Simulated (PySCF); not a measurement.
## What a change does: excited-state calculation on C2H7NOSSi

System: C2H7NOSSi.
Method of the first run: TDDFT PBE0/6-31G*, vertical, gas phase, core orbitals frozen in the response (PySCF 2.14.0).

The geometry comes from this level: PBE0-D3(BJ)/def2-SVP. Text and figures count atoms from 1; the logs count them from 0 in places.

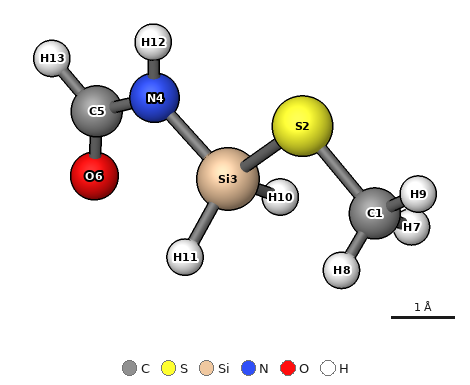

Fig. 1: The structure as given in the input (ball-and-stick view, seen at an oblique angle; atoms are numbered from 1 in the order of the input).

### The input, the first run
```
{"job": {"kind": "uv", "xc": "PBE0", "basis": "6-31G*"}, "charge": 0, "multiplicity": 1}
C     -2.346814    -0.197033     0.571337
S     -0.747901     0.225132     1.336441
Si     0.554801    -0.467321    -0.214806
N      2.156410    -0.089040     0.443276
C      3.237030    -0.416804    -0.313685
O      3.132099    -0.948982    -1.396439
H     -2.433645    -1.278228     0.392174
H     -2.499455     0.351775    -0.368900
H     -3.125565     0.104004     1.284289
H      0.392276    -1.931384    -0.433573
H      0.307014     0.266482    -1.486938
H      2.310585     0.353789     1.342790
H      4.222911    -0.159500     0.140633
```

The first line tells a small driver script what to run in PySCF; the rest is the geometry in Å.

Hardware: 1 CPU thread, shared host.

### Output (the first run)
```
coarse grid: 11912 points
cycle   1  E = -897.5279257843  dE =  6.702e-01  |g| = 8.008e-01  |ddm| = 3.392e+00
cycle   2  E = -897.0117011810  dE =  5.162e-01  |g| = 1.757e+00  |ddm| = 2.616e+00
cycle   3  E = -897.6581004656  dE = -6.464e-01  |g| = 1.983e-01  |ddm| = 2.039e+00
cycle   4  E = -897.6656178591  dE = -7.517e-03  |g| = 9.360e-02  |ddm| = 2.552e-01
cycle   5  E = -897.6674545109  dE = -1.837e-03  |g| = 1.686e-02  |ddm| = 7.398e-02
cycle   6  E = -897.6675262142  dE = -7.170e-05  |g| = 4.772e-03  |ddm| = 2.326e-02
cycle   7  E = -897.6675322837  dE = -6.070e-06  |g| = 1.157e-03  |ddm| = 6.419e-03
final grid: 105896 points
cycle   8  E = -897.5961372628  dE =  3.221e-06  |g| = 1.259e-02  |ddm| = 2.151e-02
cycle   9  E = -897.5960570897  dE =  8.017e-05  |g| = 2.355e-02  |ddm| = 2.822e-02
cycle  10  E = -897.5961705109  dE = -1.134e-04  |g| = 2.736e-03  |ddm| = 1.946e-02
cycle  11  E = -897.5961723187  dE = -1.808e-06  |g| = 1.378e-04  |ddm| = 2.711e-03
cycle  12  E = -897.5961723235  dE = -4.772e-09  |g| = 6.823e-05  |ddm| = 2.434e-04
cycle  13  E = -897.5961723248  dE = -1.274e-09  |g| = 1.856e-05  |ddm| = 9.347e-05
cycle  14  E = -897.5961723249  dE = -9.049e-11  |g| = 5.655e-06  |ddm| = 2.390e-05
converged SCF energy = -897.5961723249

Static polarisability (au): isotropic 67.869, principal 46.322 65.914 91.371

Singlet excitations
state   eV       nm        f      main configurations
  1   5.5799    222.2   0.00348   H->L 0.98
  2   5.7348    216.2   0.00047   H-1->L+1 0.98
  3   6.5338    189.8   0.01123   H->L+1 0.96
  4   6.7714    183.1   0.00547   H->L+2 0.99
  5   6.8158    181.9   0.02033   H-1->L 0.74, H-2->L+1 0.20
  6   6.8701    180.5   0.00024   H-2->L 0.97
  7   7.1313    173.9   0.00090   H->L+3 0.98
  8   7.6588    161.9   0.31425   H-2->L+1 0.38, H-3->L 0.24, H-1->L+2 0.16
  9   7.7111    160.8   0.00319   H-3->L 0.66, H-1->L+2 0.13, H-2->L+1 0.09
 10   7.8195    158.6   0.00147   H-2->L+2 0.94

Triplet excitations (Tamm-Dancoff, eV): 5.1749 5.1861 5.4580 6.1363
```

The input of the second run differs as follows (lines with − go, lines with + come):
```diff
-"basis": "6-31G*"
+"basis": "def2-TZVP"
```

Predict how the results change.

The total energy of the second run is 97.6 kcal/mol lower, which measures the change of basis and not a stability. The HOMO goes from −6.97 to −7.09 eV. The LUMO goes from 0.18 to −0.16 eV. The dipole moment goes from 2.25 to 2.71 D. The lowest excitation goes from 5.58 to 5.35 eV. The strongest computed line goes from 7.66 to 7.32 eV. The SCF takes 15 iterations against 14. The basis functions go from 106 to 240.

### Output (the second run)
```
coarse grid: 11912 points
cycle   1  E = -897.6220623858  dE =  6.407e-01  |g| = 8.265e-01  |ddm| = 2.694e+00
cycle   2  E = -897.0812831275  dE =  5.408e-01  |g| = 1.824e+00  |ddm| = 2.354e+00
cycle   3  E = -897.7488616387  dE = -6.676e-01  |g| = 2.143e-01  |ddm| = 1.960e+00
cycle   4  E = -897.7566009800  dE = -7.739e-03  |g| = 1.081e-01  |ddm| = 1.878e-01
cycle   5  E = -897.7588655640  dE = -2.265e-03  |g| = 1.866e-02  |ddm| = 5.979e-02
cycle   6  E = -897.7589347807  dE = -6.922e-05  |g| = 6.688e-03  |ddm| = 1.777e-02
cycle   7  E = -897.7589448696  dE = -1.009e-05  |g| = 1.653e-03  |ddm| = 5.631e-03
cycle   8  E = -897.7589455407  dE = -6.711e-07  |g| = 5.612e-04  |ddm| = 1.756e-03
final grid: 105896 points
cycle   9  E = -897.7517483565  dE = -2.772e-05  |g| = 1.206e-02  |ddm| = 3.677e-02
cycle  10  E = -897.7516814791  dE =  6.688e-05  |g| = 2.215e-02  |ddm| = 1.793e-02
cycle  11  E = -897.7517736485  dE = -9.217e-05  |g| = 2.880e-03  |ddm| = 1.323e-02
cycle  12  E = -897.7517752494  dE = -1.601e-06  |g| = 4.040e-04  |ddm| = 2.127e-03
cycle  13  E = -897.7517752924  dE = -4.298e-08  |g| = 1.008e-04  |ddm| = 3.349e-04
cycle  14  E = -897.7517752949  dE = -2.500e-09  |g| = 3.341e-05  |ddm| = 9.401e-05
cycle  15  E = -897.7517752952  dE = -2.829e-10  |g| = 9.514e-06  |ddm| = 3.161e-05
converged SCF energy = -897.7517752952

Static polarisability (au): isotropic 79.398, principal 57.505 75.780 104.908

Singlet excitations
state   eV       nm        f      main configurations
  1   5.3522    231.7   0.00056   H->L 0.97
  2   5.6180    220.7   0.00071   H-1->L+1 0.98
  3   6.2495    198.4   0.01333   H->L+1 0.97
  4   6.5690    188.7   0.00941   H->L+2 0.98
  5   6.7007    185.0   0.00743   H-1->L 0.72, H-2->L+1 0.23
  6   6.7841    182.8   0.00025   H-2->L 0.93
  7   6.8621    180.7   0.00027   H->L+4 0.69, H->L+3 0.20
  8   7.2106    171.9   0.01418   H->L+3 0.71, H->L+5 0.15, H->L+4 0.11
  9   7.3242    169.3   0.09823   H-3->L 0.78
 10   7.3958    167.6   0.00640   H->L+5 0.76, H->L+4 0.16

Triplet excitations (Tamm-Dancoff, eV): 4.9466 5.0805 5.3854 6.0563
```

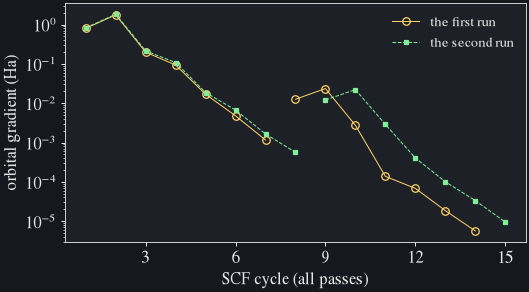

Fig. 2: Convergence of the two runs: orbital gradient against the SCF cycle. A break in a curve parts two SCF passes (coarse and final grid). The first run takes 14 cycles in all, and the second run takes 15.

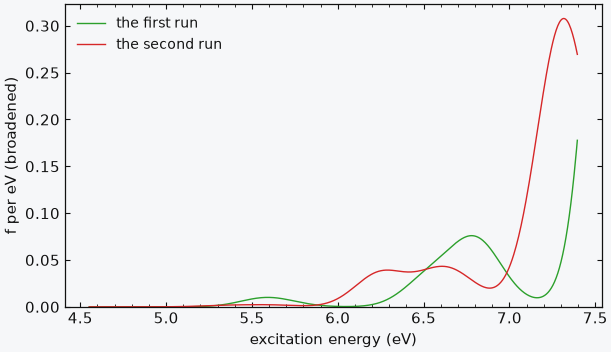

Fig. 3: Absorption of the two runs from their computed states, each broadened by a Gaussian of 0.35 eV full width; the range ends where the shorter list of states ends.

### The two runs side by side

| quantity | the first run | the second run |
| --- | --- | --- |
| outcome | converged | converged |
| total energy (hartree) | −897.596172 | −897.751775 |
| HOMO (eV) | −6.97 | −7.09 |
| LUMO (eV) | 0.18 | −0.16 |
| dipole moment (D) | 2.25 | 2.71 |
| lowest excitation (eV) | 5.58 | 5.35 |
| SCF iterations | 14 | 15 |
| strongest computed line (eV) | 7.66 | 7.32 |
| basis functions | 106 | 240 |
| wall time (shared host) | 11 s | 39 s |
